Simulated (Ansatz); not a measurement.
```
atom    x (Å)    y (Å)    z (Å)
   C  -0.8585  -0.1566  -0.5080
  Be  -0.5692  -0.6457   1.0238
  Si  -0.5503   0.8237  -1.7846
   H  -0.3690  -1.0767   2.2632
   H  -1.0026   1.0668  -3.1695
```

Geometry: B3LYP-D4/def2-TZVP.

Computed with isolated molecule in a Gaussian basis; Kohn-Sham density functional theory, functional PBE0 in Ansatz 0.2.0.

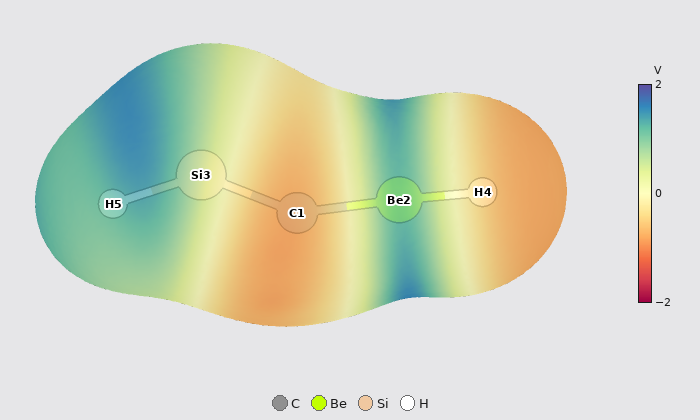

CH$_{2}$BeSi. The molecular electrostatic potential painted on the density surface at 0.002 e/bohr³, seen across its widest extent; red is negative and blue positive.

Where is the surface potential most negative and most positive?

The most negative region (about −0.8 V) lies over C1 and H4, the most positive (about +1.6 V) over Be2 and Si3.

What dipole moment does the calculation give?

Its dipole moment is 2.94 D.
